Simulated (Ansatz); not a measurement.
**CH11BOSi3: density, localisation and related maps**

Input file:

```
crystal:
  periodic: [false, false, false]
  atoms:
    - { symbol: B, position_ang: [-1.917, -0.9655, 1.5645] }
    - { symbol: O, position_ang: [-0.6932, -0.2127, 1.4816] }
    - { symbol: Si, position_ang: [-0.1782, -0.3696, -0.1576] }
    - { symbol: Si, position_ang: [0.9566, -2.3277, -0.4118] }
    - { symbol: C, position_ang: [1.076, 0.9847, -0.5368] }
    - { symbol: Si, position_ang: [0.2275, 2.6658, -0.3766] }
    - { symbol: H, position_ang: [-2.9503, -0.3397, 1.3608] }
    - { symbol: H, position_ang: [-1.9524, -2.0461, 1.8472] }
    - { symbol: H, position_ang: [-1.49131, -1.68329, 0.74446] }
    - { symbol: H, position_ang: [-0.0637, -3.4236, -0.0987] }
    - { symbol: H, position_ang: [2.0101, -2.4191, 0.5407] }
    - { symbol: H, position_ang: [1.3847, -2.445, -1.7752] }
    - { symbol: H, position_ang: [1.8676, 0.9692, 0.1849] }
    - { symbol: H, position_ang: [1.4357, 0.8772, -1.5334] }
    - { symbol: H, position_ang: [-0.8908, 2.6998, -1.3253] }
    - { symbol: H, position_ang: [1.1994, 3.7515, -0.6583] }
    - { symbol: H, position_ang: [-0.2722, 2.8522, 0.9918] }
basis:
  gaussian: { orbitals: "6-31G*" }
hamiltonian:
  xc: b3lyp
  dispersion: d4
relax:
  f_tol: 0.02
  max_steps: 50
output:
  orbitals: {}
```

Run with:

```sh
ansatz run input.yaml --threads 2 --pin off --max-ram 3072MiB --backend cpu --events-out ev --progress --plain --runs-dir out
```

The fields are those of the run's last geometry, not of the input's.

These are results of Ansatz, RKS B3LYP-D4/6-31G*, not measurements.

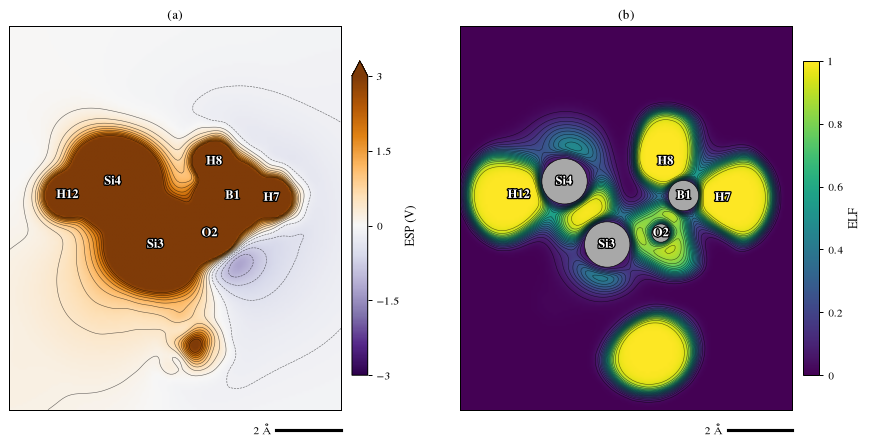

Figure 1. (a) electrostatic potential; (b) electron localisation function on the plane of atoms H7, B1 and H8. Grey discs cover the atomic cores in the ELF map.

### What do the fields say about this system?

The section cuts through B, O, Si and H sites. B–O (1.35 Å): the ELF peaks at about 0.90 between the atoms; a polar covalent bond. Si–O (1.69 Å): the ELF peaks at about 0.90 between the atoms: a polar covalent bond. Si–Si (2.35 Å): the ELF peaks at about 1 between the atoms (a shared electron pair). B–H (1.20 Å): the ELF climbs to about 1 towards the hydrogen, as it does in any bond to H (an ordinary covalent bond to hydrogen). Si–H (1.49 Å): the ELF climbs to about 1 towards the hydrogen. The ELF also peaks beside O2, away from the bonds: lone-pair regions. Outside the dense part of the molecule the potential is most negative (−1.3 V) near O2.

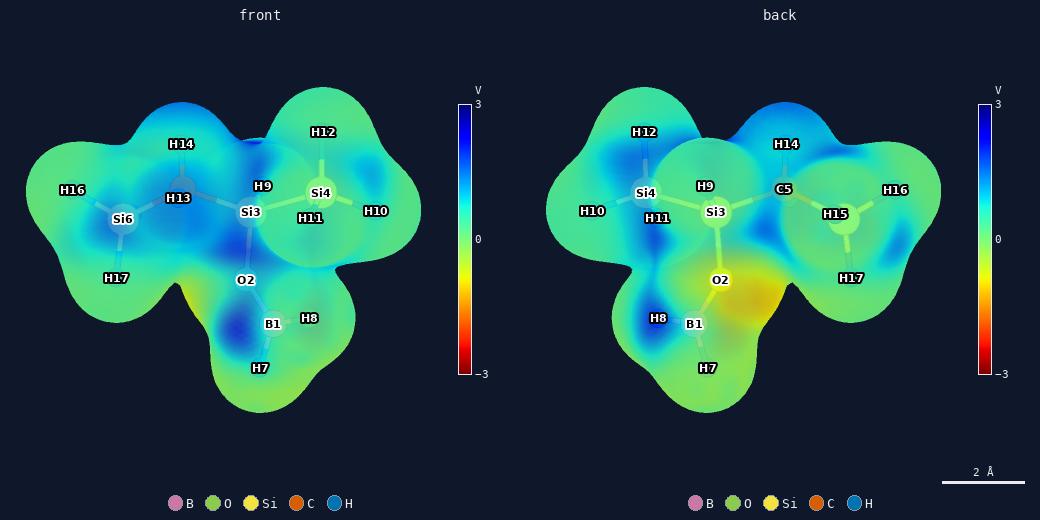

Figure 2. The electrostatic potential painted on the density surface at 0.004 e/bohr³, seen from the front and from behind; red is negative and blue positive.

### Which sites attract a positive test charge, and which a negative one?

A positive charge is drawn to the negative regions and a negative charge to the positive ones. The most negative region (about −1.1 V) lies over O2, the most positive (about +2.0 V) over B1 and Si3. O2 is the likeliest acceptor of a hydrogen bond.

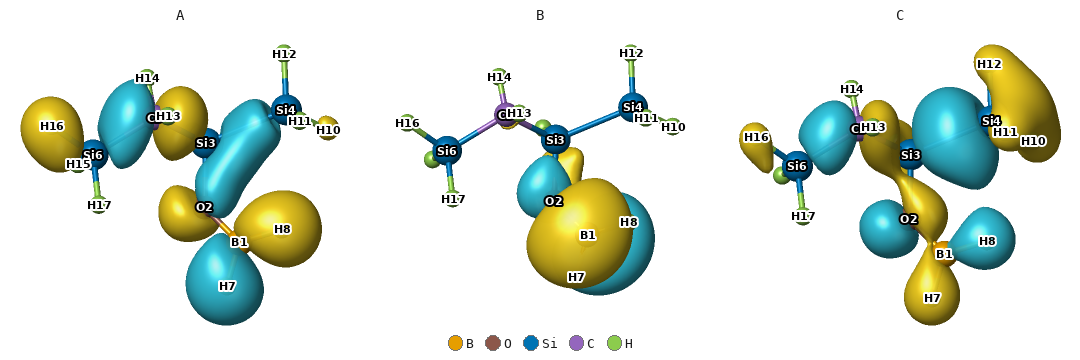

Figure 3. Three frontier orbitals at ±0.08 Å⁻³ᐟ² (yellow and cyan are the two phases), in no order.

### Which picture is the HOMO−1, the HOMO and the LUMO?

A is the HOMO−1 (−8.24 eV). By Hirshfeld shares it lies mainly on B1 (about 20 %), O2 (about 15 %), H8 (about 15 %), H7 (about 15 %), C5 (about 10 %) and Si3 (about 10 %). C is the HOMO (−7.55 eV). It lies mainly on Si4 (about 25 %), Si3 (about 20 %), O2 (about 20 %) and C5 (about 10 %). B is the LUMO (−0.34 eV). It lies mainly on B1 (about 65 %), O2 (about 15 %), H7 (about 5 %) and H8 (about 5 %).

### What is the HOMO–LUMO gap?

7.21 eV between the orbital energies.
